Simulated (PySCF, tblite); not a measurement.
**C₇H₁₂OSi: geometry, infrared bands and NMR shifts**

Aim: predict the infrared bands and NMR shifts of C₇H₁₂OSi (`C/C=C(\[SiH3])C1CC(=O)C1`).

The runs use tblite 0.8.0 and PySCF 2.14.0, with density-fitted response routines of our own; the level of theory stands in each step. All values are computed, except where a source is named. Atoms count from 0, in the outputs and in this text.

## Step 1: Starting geometry

21 atoms, charge 0, multiplicity 1; geometry from: force field or distance geometry start.

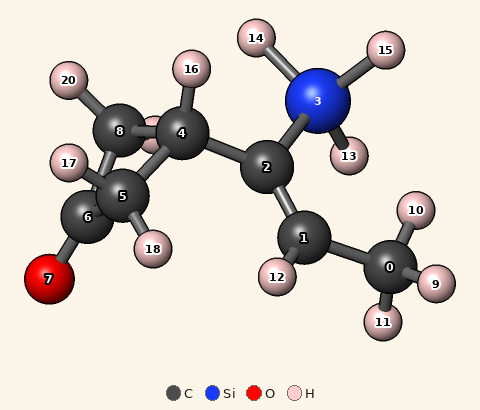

As it starts; carbon dark grey, silicon blue, oxygen red, hydrogen pink, atoms numbered.

## Step 2: Geometry optimisation with GFN2-xTB

Job settings and geometry (Å):

```
{"job": {"kind": "relax", "xc": "GFN2-xTB", "basis": "xTB"}, "charge": 0, "multiplicity": 1}
C      2.421000    -1.067900     0.685900
C      0.943100    -0.791000     0.898600
C      0.372800     0.234200     0.340400
Si     1.356700     1.379300    -0.760200
C     -1.076600     0.583600     0.503000
C     -2.013200    -0.500100     0.890200
C     -2.132000    -0.844900    -0.566600
O     -2.450000    -1.850300    -1.188600
C     -1.690500     0.547600    -0.907500
H      2.910400    -1.266600     1.678400
H      2.839300    -0.139400     0.249600
H      2.592800    -1.899600    -0.003900
H      0.410400    -1.464800     1.547000
H      2.204100     0.628200    -1.671000
H      0.481300     2.247400    -1.561900
H      2.082000     2.254200     0.175000
H     -1.184900     1.565200     0.999700
H     -3.012800    -0.113200     1.216800
H     -1.610200    -1.278800     1.543800
H     -0.904600     0.573500    -1.697100
H     -2.548000     1.220100    -1.062800
```

The run is started by

```
$ OMP_NUM_THREADS=1 python probes_run.py task.json out
```

This one command runs all jobs of the session in turn.

What it wrote:

```text
step      E/eV     max force
  0    -729.98445    2.392
  1    -730.12697    3.715
  2    -730.23230    0.949
  3    -730.27554    0.924
  4    -730.31666    0.490
  5    -730.36033    0.510
  6    -730.38802    0.349
  7    -730.41096    0.323
  8    -730.42837    0.258
  9    -730.44448    0.291
 10    -730.45906    0.436
 11    -730.47438    0.429
 12    -730.48920    0.268
 13    -730.50144    0.273
 14    -730.50984    0.258
 15    -730.51608    0.277
 16    -730.52160    0.211
 17    -730.52647    0.180
 18    -730.53099    0.148
 19    -730.53601    0.222
 20    -730.54216    0.267
 21    -730.54861    0.210
 22    -730.55336    0.149
 23    -730.55616    0.100
 24    -730.55810    0.092
 25    -730.55995    0.092
 26    -730.56216    0.125
 27    -730.56472    0.144
 28    -730.56739    0.160
 29    -730.56983    0.145
 30    -730.57186    0.123
 31    -730.57344    0.094
 32    -730.57465    0.087
 33    -730.57583    0.112
 34    -730.57761    0.187
 35    -730.58037    0.237
 36    -730.58385    0.224
 37    -730.58722    0.145
 38    -730.59008    0.133
 39    -730.59271    0.117
 40    -730.59539    0.172
 41    -730.59807    0.188
 42    -730.60071    0.130
 43    -730.60343    0.163
 44    -730.60330    0.687
 45    -730.60800    0.161
 46    -730.60997    0.100
 47    -730.61404    0.092
 48    -730.61558    0.103
 49    -730.61720    0.151
 50    -730.61886    0.101
 51    -730.62038    0.083
 52    -730.62217    0.090
 53    -730.62390    0.092
 54    -730.62510    0.168
 55    -730.62563    0.089
 56    -730.62643    0.108
 57    -730.62701    0.124
 58    -730.62769    0.114
 59    -730.62816    0.052
 60    -730.62862    0.054
 61    -730.62899    0.063
 62    -730.62937    0.048
 63    -730.62998    0.056
 64    -730.63084    0.073
 65    -730.63193    0.076
 66    -730.63260    0.079
 67    -730.63343    0.094
 68    -730.63416    0.059
 69    -730.63531    0.149
 70    -730.63608    0.118
 71    -730.63685    0.107
 72    -730.63736    0.063
 73    -730.63787    0.054
 74    -730.63840    0.037
 75    -730.63872    0.033
 76    -730.63899    0.052
 77    -730.63924    0.038
 78    -730.63944    0.068
 79    -730.63958    0.028
 80    -730.63969    0.028
 81    -730.63980    0.026
 82    -730.63999    0.025
 83    -730.64023    0.030
 84    -730.64048    0.038
 85    -730.64072    0.040
 86    -730.64101    0.044
 87    -730.64142    0.053
 88    -730.64190    0.056
 89    -730.64233    0.047
 90    -730.64268    0.052
 91    -730.64311    0.047
 92    -730.64377    0.063
 93    -730.64461    0.070
 94    -730.64535    0.050
 95    -730.64577    0.055
 96    -730.64601    0.034
 97    -730.64627    0.041
 98    -730.64670    0.039
 99    -730.64709    0.037
100    -730.64749    0.043
101    -730.64802    0.045
102    -730.64872    0.053
103    -730.64961    0.068
104    -730.65059    0.076
105    -730.65138    0.071
106    -730.65190    0.096
107    -730.65257    0.091
108    -730.65334    0.073
109    -730.65433    0.069
110    -730.65553    0.081
111    -730.65661    0.066
112    -730.65719    0.062
113    -730.65748    0.036
114    -730.65774    0.048
115    -730.65809    0.053
116    -730.65851    0.041
117    -730.65883    0.048
118    -730.65910    0.032
119    -730.65938    0.036
120    -730.65973    0.047
121    -730.65990    0.055
122    -730.66011    0.045
123    -730.66027    0.041
124    -730.66046    0.032
125    -730.66067    0.043
126    -730.66087    0.043
127    -730.66104    0.033
128    -730.66118    0.030
129    -730.66129    0.020
130    -730.66136    0.033
131    -730.66143    0.024
132    -730.66150    0.020
133    -730.66159    0.019
134    -730.66165    0.016
135    -730.66171    0.013
136    -730.66177    0.014
137    -730.66183    0.015
138    -730.66190    0.017
139    -730.66196    0.017
140    -730.66202    0.023
141    -730.66209    0.035
142    -730.66217    0.039
143    -730.66228    0.040
144    -730.66239    0.031
145    -730.66248    0.021
146    -730.66257    0.019
147    -730.66266    0.023
148    -730.66277    0.028
149    -730.66292    0.038
150    -730.66315    0.050
151    -730.66345    0.053
152    -730.66378    0.040
153    -730.66410    0.039
154    -730.66442    0.036
155    -730.66482    0.059
156    -730.66528    0.050
157    -730.66556    0.044
158    -730.66580    0.047
159    -730.66602    0.061
160    -730.66637    0.061
161    -730.66653    0.039
162    -730.66661    0.019
163    -730.66665    0.015
164    -730.66668    0.012
165    -730.66672    0.013
166    -730.66675    0.014
167    -730.66678    0.013
168    -730.66680    0.008
```

Wall time 1.5 s (1 thread of Arm Neoverse V1, shared host).

Relaxation path: (not every step is listed)

```csv
step,energy from step 0 (eV),largest force (eV/Å)
0,0.0000,2.3921
1,-0.1425,3.7151
2,-0.2478,0.9492
3,-0.2911,0.9243
4,-0.3322,0.4895
5,-0.3759,0.5104
6,-0.4036,0.3495
7,-0.4265,0.3228
8,-0.4439,0.2576
23,-0.5717,0.1004
38,-0.6056,0.1332
53,-0.6395,0.0921
68,-0.6497,0.0594
83,-0.6558,0.0300
98,-0.6622,0.0387
113,-0.6730,0.0359
128,-0.6767,0.0301
143,-0.6778,0.0404
158,-0.6813,0.0470
163,-0.6822,0.0154
164,-0.6822,0.0122
165,-0.6823,0.0127
166,-0.6823,0.0140
167,-0.6823,0.0135
168,-0.6823,0.0081
```

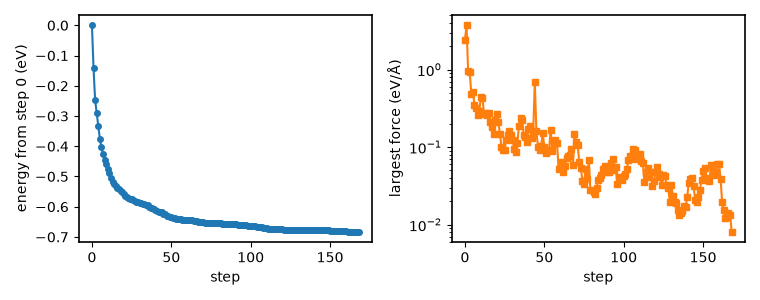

Energy and force, step by step.

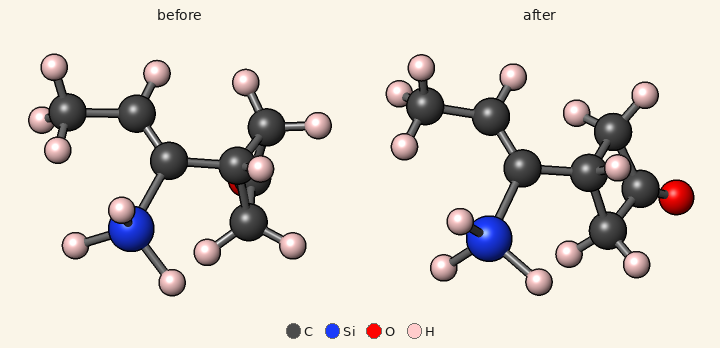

Before and after, at one scale.

Distances of close pairs at the start and the end, largest changes first:

| bond | before (Å) | after (Å) | change (Å) |
| --- | --- | --- | --- |
| C4–C5 | 1.484 | 1.548 | +0.064 |
| C0–H9 | 1.124 | 1.090 | -0.034 |
| C5–H17 | 1.121 | 1.088 | -0.032 |
| C1–C2 | 1.299 | 1.330 | +0.031 |
| C0–C1 | 1.519 | 1.490 | -0.028 |
| C6–O7 | 1.224 | 1.196 | -0.028 |
| C2–Si3 | 1.868 | 1.894 | +0.026 |
| C8–H19 | 1.114 | 1.089 | -0.025 |

The final coordinates are the input of the step that follows.

## Step 3: Vibrational analysis with GFN2-xTB

Job settings and geometry (Å):

```
{"job": {"kind": "ir", "xc": "GFN2-xTB", "basis": "xTB"}, "charge": 0, "multiplicity": 1}
C      2.558170    -0.929077     1.024263
C      1.089736    -0.677570     0.988249
C      0.468215     0.246585     0.261096
Si     1.380418     1.494158    -0.834109
C     -1.027096     0.391242     0.316564
C     -1.893372    -0.839158     0.679133
C     -2.738717    -0.549256    -0.538273
O     -3.798181    -0.947744    -0.925881
C     -1.765301     0.493285    -1.039148
H      2.933552    -0.804394     2.040224
H      3.097362    -0.257076     0.363199
H      2.765626    -1.956876     0.725131
H      0.518366    -1.335198     1.636048
H      1.946208     0.811218    -2.002191
H      0.431773     2.517306    -1.277445
H      2.449019     2.154349    -0.079261
H     -1.274695     1.245050     0.954057
H     -2.410802    -0.835068     1.636491
H     -1.367001    -1.786591     0.568797
H     -1.173977     0.127845    -1.877935
H     -2.198221     1.453913    -1.310074
```

What it wrote:

```text
mode    cm-1     km/mol
  1      46.9      0.75
  2      57.8      5.68
  3      99.4      0.25
  4     109.9      2.01
  5     146.7      1.07
  6     184.4      2.71
  7     208.6      0.93
  8     288.5      0.26
  9     322.5      0.73
 10     386.4      1.41
 11     424.6      0.25
 12     480.1     11.00
 13     508.7     18.58
 14     546.4     68.31
 15     584.3     64.38
 16     611.8     30.17
 17     701.3      0.95
 18     716.9      1.52
 19     781.5    206.64
 20     790.4    337.03
 21     819.3    216.80
 22     846.0     28.99
 23     879.4     13.91
 24     955.0      2.68
 25     971.9      5.45
 26     995.9      6.68
 27    1024.4     12.09
 28    1032.3      2.15
 29    1039.0     30.53
 30    1093.1     65.92
 31    1108.2     15.28
 32    1136.9      6.45
 33    1160.9     10.41
 34    1193.0      1.21
 35    1209.8      3.26
 36    1216.7     11.52
 37    1293.0     17.80
 38    1318.3      6.30
 39    1400.9      7.09
 40    1412.7     16.07
 41    1424.4      4.27
 42    1473.5      3.30
 43    1480.8      6.91
 44    1693.7     34.20
 45    1857.8    580.26
 46    2231.3    325.01
 47    2239.8    340.57
 48    2258.0    238.14
 49    2932.8     29.76
 50    2990.8     23.44
 51    2994.4      0.48
 52    2996.2     22.05
 53    3006.3     23.98
 54    3009.2     11.11
 55    3011.2      4.12
 56    3013.1     72.00
 57    3055.0     48.78
```

It took 0.96 s on 1 thread of Arm Neoverse V1, shared host.

The strongest bands and the atoms that carry them (share of the mass-weighted mode):

```
cm⁻¹  km/mol                         atoms
 782   206.6            H13 56 %, H15 32 %
 790   337.0  H14 41 %, H13 40 %, H15 11 %
 819   216.8            H15 49 %, H14 46 %
1858   580.3              C6 65 %, O7 34 %
2231   325.0                      H13 96 %
2240   340.6                      H15 91 %
2258   238.1                      H14 92 %
3013    72.0                      H12 67 %
```

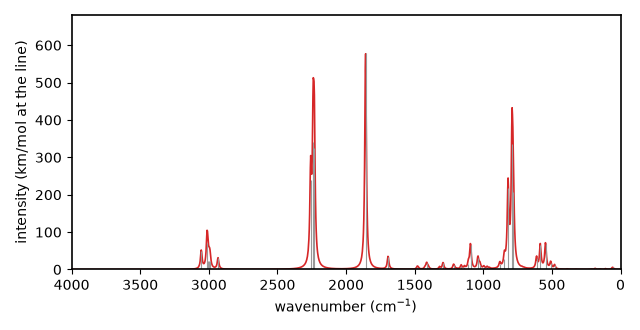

The infrared spectrum from these modes, unscaled. Lines are broadened to a width of 14 cm⁻¹ (Lorentzian).

## Step 4: NMR shieldings: PBE0/pcSseg-1

Settings changed since step 3:

```diff
@@ -1,2 +1,2 @@
-{"job": {"kind": "ir", "xc": "GFN2-xTB", "basis": "xTB"}, "charge": 0, "multiplicity": 1}
+{"job": {"kind": "nmr", "xc": "PBE0", "basis": "pcSseg-1"}, "charge": 0, "multiplicity": 1}
 C      2.558170    -0.929077     1.024263
```

Method: GIAO PBE0/pcSseg-1 NMR shielding, non-relativistic, gas phase.

What it wrote:

```text
coarse grid: 17752 points
cycle   1  E = -637.8424414975  dE =  1.219e+00  |g| = 7.933e-01  |ddm| = 4.200e+00
cycle   2  E = -637.5182333238  dE =  3.242e-01  |g| = 1.533e+00  |ddm| = 2.201e+00
cycle   3  E = -637.9660565969  dE = -4.478e-01  |g| = 2.014e-01  |ddm| = 1.633e+00
cycle   4  E = -637.9751759516  dE = -9.119e-03  |g| = 5.649e-02  |ddm| = 2.219e-01
cycle   5  E = -637.9758552972  dE = -6.793e-04  |g| = 2.039e-02  |ddm| = 6.987e-02
cycle   6  E = -637.9759474363  dE = -9.214e-05  |g| = 6.493e-03  |ddm| = 2.289e-02
cycle   7  E = -637.9759572645  dE = -9.828e-06  |g| = 1.709e-03  |ddm| = 6.891e-03
final grid: 166056 points
cycle   8  E = -638.0416255059  dE = -2.583e-05  |g| = 1.447e-02  |ddm| = 4.021e-02
cycle   9  E = -638.0415180360  dE =  1.075e-04  |g| = 2.777e-02  |ddm| = 3.221e-02
cycle  10  E = -638.0416675443  dE = -1.495e-04  |g| = 2.774e-03  |ddm| = 2.207e-02
cycle  11  E = -638.0416692472  dE = -1.703e-06  |g| = 2.833e-04  |ddm| = 2.503e-03
cycle  12  E = -638.0416692595  dE = -1.230e-08  |g| = 1.855e-04  |ddm| = 4.831e-04
cycle  13  E = -638.0416692679  dE = -8.361e-09  |g| = 4.773e-05  |ddm| = 2.071e-04
cycle  14  E = -638.0416692684  dE = -5.191e-10  |g| = 1.485e-05  |ddm| = 6.233e-05
converged SCF energy = -638.0416692684

GIAO shielding tensors (ppm)
atom      isotropic    diamagn.    paramagn.     s11        s22        s33       span
  0 C      164.154     248.760     -84.605    150.736    159.524    182.202     31.466
  1 C       39.446     256.124    -216.679    -78.700     43.946    153.091    231.791
  2 C       45.391     260.461    -215.070    -57.170     41.924    151.420    208.591
  3 Si     436.170     882.151    -445.981    407.779    435.608    465.123     57.344
  4 C      154.559     248.035     -93.477    135.753    150.846    177.078     41.325
  5 C      134.661     252.924    -118.263    107.177    142.140    154.667     47.490
  6 C      -23.119     257.079    -280.199   -111.559    -60.692    102.894    214.453
  7 O     -331.396     392.820    -724.217   -889.037   -424.234    319.082   1208.119
  8 C      131.572     254.043    -122.471     96.300    143.847    154.569     58.269
  9 H       29.636      27.922       1.714     25.979     27.040     35.888      9.908
 10 H       29.820      31.020      -1.199     25.241     31.046     33.173      7.932
 11 H       29.640      28.669       0.970     25.774     27.393     35.753      9.979
 12 H       25.269      34.812      -9.543     22.622     23.247     29.937      7.316
 13 H       27.362      29.931      -2.569     24.532     25.196     32.359      7.827
 14 H       27.694      30.275      -2.581     23.739     27.778     31.565      7.826
 15 H       27.358      29.837      -2.479     23.781     26.066     32.226      8.445
 16 H       28.726      32.157      -3.430     25.395     26.566     34.218      8.823
 17 H       28.664      30.098      -1.434     25.157     26.873     33.963      8.806
 18 H       28.781      32.048      -3.267     24.943     29.180     32.221      7.278
 19 H       29.030      31.883      -2.853     25.210     29.374     32.507      7.297
 20 H       28.504      30.527      -2.022     24.495     27.830     33.187      8.692
```

Wall time 52 s (1 thread of Arm Neoverse V1, shared host); peak memory 0.99 GiB.

Shifts follow as δ = σ(reference) − σ, with reference shieldings (ppm) from runs at the same level and on the same kind of geometry: 1H TMS 31.72, 13C TMS 186.9, 29Si TMS 349.2, 17O H2O 336.1. The references are single molecules in the gas phase, so shifts against H2O, NH3, PH3, H3PO4 or CFCl3 are not on the usual liquid scales and can be off by tens of ppm. Atoms listed in one row are averaged.

```csv
atoms,environment,σ (ppm),δ (ppm),δ scaled to CDCl3
C6,ketone carbonyl carbon,-23.1,210.0,203.1
C1,alkene CH,39.4,147.5,142.0
C2,fully substituted alkene carbon,45.4,141.5,136.2
"C5, C8",sp3 CH2 α to a carbonyl,133.1,53.8,50.6
C4,allylic sp3 CH,154.6,32.4,29.7
C0,allylic methyl carbon,164.2,22.8,20.3
H12,hydrogen on an alkene CH,25.27,6.45,6.18
"H13, H14, H15",hydrogen on a silicon bonded to C,27.47,4.25,–
"H17, H20",hydrogen on an sp3 CH2 α to a carbonyl,28.58,3.13,3.06
H16,hydrogen on an allylic sp3 CH,28.73,2.99,2.92
"H18, H19",hydrogen on an sp3 CH2 α to a carbonyl,28.91,2.81,2.76
"H9, H10, H11",hydrogen on an allylic methyl carbon,29.70,2.02,2.01
Si3,"silicon bonded to C, 3 H",436.2,-87.0,–
O7,ketone oxygen,-331.4,667.5,–
```

The scaled column applies a straight-line fit of computed shieldings to shifts measured in CDCl3 (root-mean-square error 0.16 ppm for H, 1.9 ppm for C).

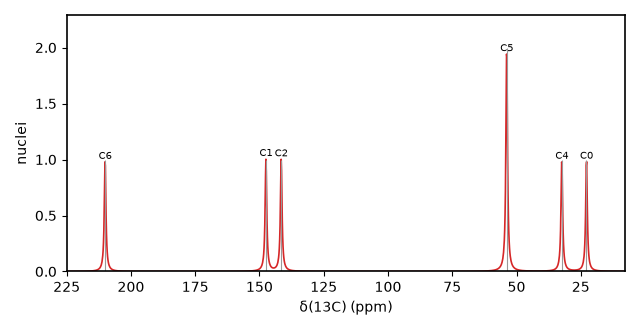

13C lines at the computed shifts, without couplings. Lines are broadened to a width of 0.75 ppm (Lorentzian).

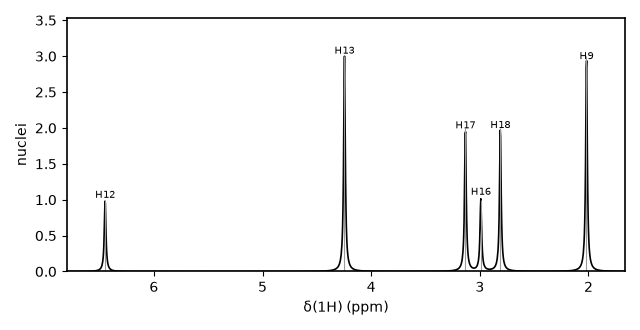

1H lines at the computed shifts, without couplings. Lines are broadened to a width of 0.02 ppm (Lorentzian).

Charges from the same density, by scheme (e):

```csv
atoms,Mulliken,IAO,Hirshfeld,ESP fit
C0,-0.22,-0.42,-0.11,-0.34
C1,-0.17,-0.12,-0.04,0.03
C2,-0.40,-0.28,-0.10,-0.36
Si3,0.49,0.57,0.30,0.35
C4,-0.29,-0.11,-0.03,0.36
"C5, C8",-0.16,-0.34,-0.08,-0.62
C6,0.20,0.41,0.17,0.79
O7,-0.33,-0.39,-0.24,-0.53
```

IAO charges:

C0 -0.42; C1 -0.12; C2 -0.28; Si3 0.57; C4 -0.11; C5 -0.34; C6 0.41; O7 -0.39; C8 -0.34; H9 0.16; H10 0.14; H11 0.16; H12 0.13; H13 -0.11; H14 -0.11; H15 -0.11; H16 0.15; H17 0.16; H18 0.16; H19 0.16; H20 0.16

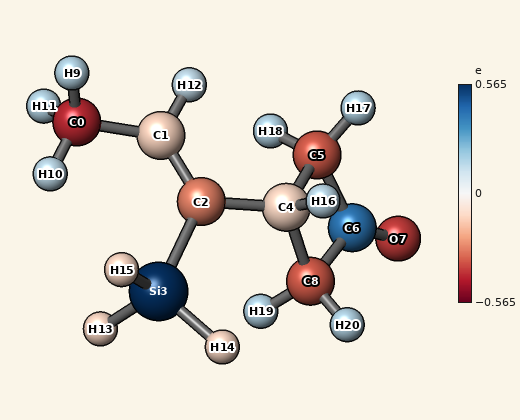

IAO charges, as colours on the atoms.

Mayer bond orders: C0–C1 1.09, C1–C2 1.90, C2–Si3 0.85, C2–C4 0.99, C4–C5 1.00, C5–C6 0.98, C6–O7 2.08, C6–C8 0.98, C8–C4 0.98.

Ring of atoms C4, C5, C6, C8: NICS(0) 6.4, NICS(1) -1.4, NICS(1)zz 1.3 ppm (means of both faces).

## Step 5: Summary of results

```
                                                               quantity                                      value
                              strongest single infrared mode (GFN2-xTB)                      1858 cm⁻¹, 580 km/mol
                                           zero-point energy (GFN2-xTB)                             102.6 kcal/mol
13C shifts against TMS (PBE0/pcSseg-1, means over atoms taken as alike)  210.0, 147.5, 141.5, 53.8, 32.4, 22.8 ppm
 1H shifts against TMS (PBE0/pcSseg-1, means over atoms taken as alike)     6.45, 4.25, 3.13, 2.99, 2.81, 2.02 ppm
                                29Si shifts against TMS (PBE0/pcSseg-1)                                  -87.0 ppm
                                 17O shifts against H2O (PBE0/pcSseg-1)                                  667.5 ppm
```

Over 168 steps the energy fell by 0.682 eV; of the close pairs, C4–C5 changed most, 1.484 to 1.548 Å. No mode is imaginary among the 57: a minimum at this level. The strongest single mode, at 1858 cm⁻¹, moves mainly C6 and O7. GFN2-xTB is a fitted tight-binding method: band positions and strengths are rough. Its intensities can rank the bands wrongly. The most deshielded carbon is C6 (ketone carbonyl carbon), at 210.0 ppm: low-lying n→π* states of the double bond to the heteroatom give a large paramagnetic term (-280 ppm). H12 (hydrogen on an alkene CH) lies farthest downfield among hydrogen, at 6.45 ppm; olefinic region. At PBE0/pcSseg-1: Shielding is most anisotropic at O7 (span 1208 ppm, paramagnetic term -724 ppm).
